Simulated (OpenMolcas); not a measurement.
```
&GATEWAY
Basis set
Cr.ANO-RCC-VDZP.
Cr1 0.0 0.0 0.0 Angstrom
End of basis
Basis set
Cl.ANO-RCC-VDZP.
L1 2.569000 0.000000 0.000000 Angstrom
L2 0.000000 2.569000 0.000000 Angstrom
L3 0.000000 0.000000 2.569000 Angstrom
End of basis
Basis set
Na.EMB-AIMP.Al-Abdalla.7s4p.1s1p.ECP.Cs2NaYCl6.
PseudoCharge
* 3 symmetry-unique lattice sites within 7.6 angstrom
End of basis
Basis set
Cs.EMB-AIMP.Al-Abdalla.0s.0s.ECP.Cs2NaYCl6.
PseudoCharge
* 4 symmetry-unique lattice sites within 7.6 angstrom
End of basis
Basis set
Cl.EMB-AIMP.Al-Abdalla.0s.0s.ECP.Cs2NaYCl6.
PseudoCharge
* 12 symmetry-unique lattice sites within 7.6 angstrom
End of basis
Basis set
Y.EMB-AIMP.Al-Abdalla.0s.0s.ECP.Cs2NaYCl6.
PseudoCharge
* 6 symmetry-unique lattice sites within 7.6 angstrom
End of basis
Symmetry
XYZ
AngMom=0.0 0.0 0.0
AMFI
RICD
XField
1564 Angstrom 0
* Evjen-weighted lattice charges
&SEWARD
&RASSCF
FileOrb=start.orb
Symmetry=1
Spin=4
nActEl=3 0 0
Inactive=30 33
Ras2=5 0
CIRoot=10 10 1
SDav=10
CIMx=300
Iter=150 100
PrWF=0.3
OrbListing=Nothing
MaxOrb=0
LevShft=1.0
>>> COPY $Project.JobIph JOB001
&RASSCF
FileOrb=start.orb
Symmetry=1
Spin=2
nActEl=3 0 0
Inactive=30 33
Ras2=5 0
CIRoot=40 40 1
SDav=40
CIMx=300
Iter=150 100
PrWF=0.3
OrbListing=Nothing
MaxOrb=0
LevShft=1.0
>>> COPY $Project.JobIph JOB002
&RASSI
NrOfJobIphs=2 10 40
1 2 3 4 5 6 7 8 9 10
1 2 3 4 5 6 7 8 9 10 11 12 13 14 15 16 17 18 19 20 21 22 23 24 25 26 27
28 29 30 31 32 33 34 35 36 37 38 39 40
IphNames
JOB001
JOB002
EJob
SpinOrbit
DIPRint=1.0
SOCoupling=1000.0
Subsets=2
Property=9
'ANGMOM' 1 'ANGMOM' 2 'ANGMOM' 3 'MLTPL  1' 1 'MLTPL  1' 2 'MLTPL  1' 3
'AMFI' 1 'AMFI' 2 'AMFI' 3
SOProperty=3
'ANGMOM' 1 'ANGMOM' 2 'ANGMOM' 3
```

Command:
```bash
OMP_NUM_THREADS=1 MOLCAS_MEM=2457 MOLCAS_PROJECT=a pymolcas a.inp > a.log  # once for each step of the input, in one work folder
```

The calculation used state-averaged CASSCF, active space 3 electrons in the shell 3d, basis ANO-RCC-VDZP on all atoms, DKH2 scalar Hamiltonian, spin-orbit coupling by RASSI with atomic mean-field integrals (OpenMolcas). Powder susceptibility by Van Vleck's formula.

Cr³⁺ (3d³) as a dopant in Cs₂NaYCl₆, a cluster with its 6 nearest Cl⁻ at 2.569 Å (octahedron) embedded in model potentials and point charges; the geometry was set, not optimised. The cluster and the levels that result:

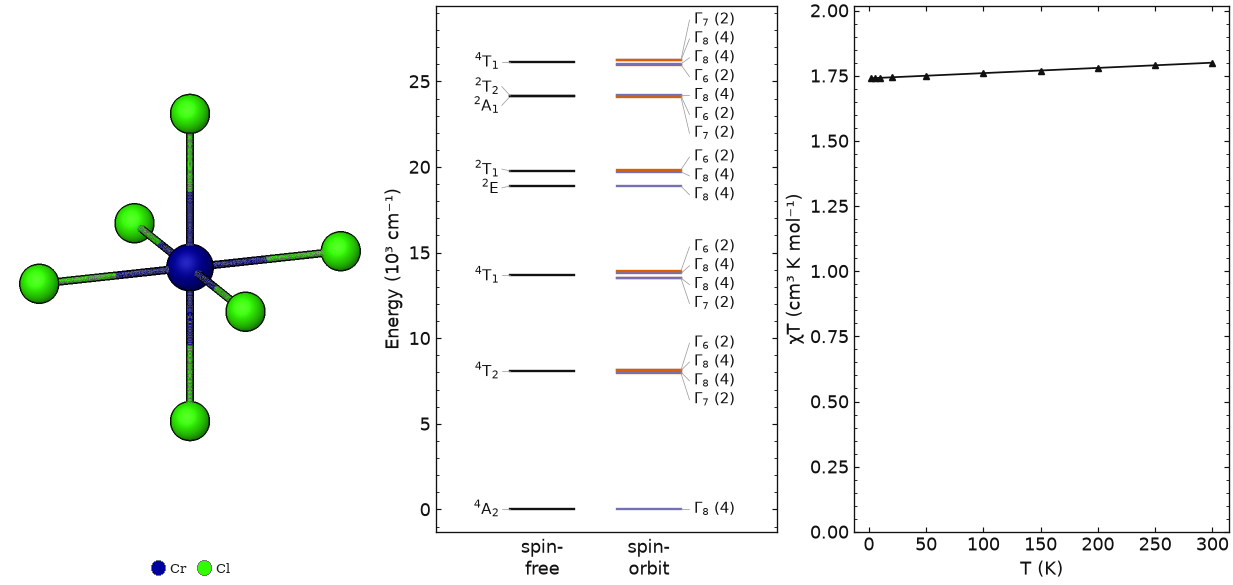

Labels give the representation in O, Td, D4 or D3 as the site allows (double group for half-integer spin) where it could be assigned and, in brackets, the degeneracy; spin-free states, where drawn, share the zero of the spin-orbit levels.

The ground level is Γ₈, 4-fold degenerate, 100 % from states of spin multiplicity 4. The next level lies at 7,950 cm⁻¹ (Γ₇). The lowest spin-free state is ⁴A₂; of the same spin there follow at 8,060 cm⁻¹ (⁴T₂), 13,600 cm⁻¹ (⁴T₁) and 26,100 cm⁻¹ (⁴T₁) above it. χT is 1.74 cm³ K mol⁻¹ at 2 K and 1.80 at 300 K, an effective moment of 3.79 μB. The active orbitals hold 88 to 97 % metal character (Löwdin), and the Mulliken charge of the metal is +1.17.

Limits of the model: the geometry is set by hand, with no relaxation and no charge compensation.
